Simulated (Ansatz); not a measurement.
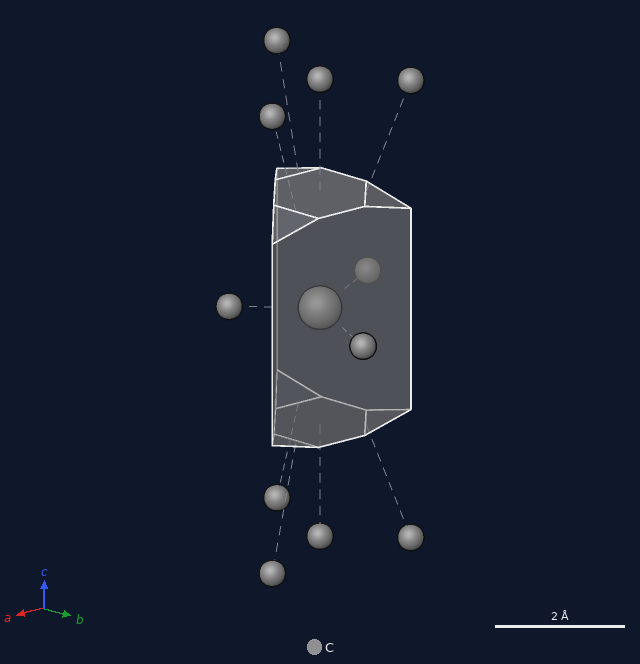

Voronoi cell (the region closer to this atom than to any other), computed from the atomic positions without radii. Central atom: C1 (2b) in C; faces take the colour of the neighbour behind them. Source: coordinates from a relaxation at fixed volume with Ansatz 0.2.0, DFT r2SCAN, scalar-relativistic, plane waves, PAW.

C, space group P6_3/mmc (No. 194), a = 2.458 Å, b = 2.458 Å, c = 8.149 Å, α = 90.00°, β = 90.00°, γ = 120.00°

```json
{"site": "C1", "Wyckoff": "2b", "x": "0.0000", "y": "0.0000", "z": "0.2500"}
{"site": "C2", "Wyckoff": "2c", "x": "0.3333", "y": "0.6667", "z": "0.2500"}
```

Q: What is the volume of this Voronoi cell?

A: 10.5 Å³, against a mean of 10.7 Å³ per atom in this structure.

Q: Give the Voronoi index ⟨n3,n4,n5,n6,…⟩ (numbers of faces with 3, 4, 5, 6 … edges).

A: 11 faces, index ⟨6,0,0,2,0,3⟩.
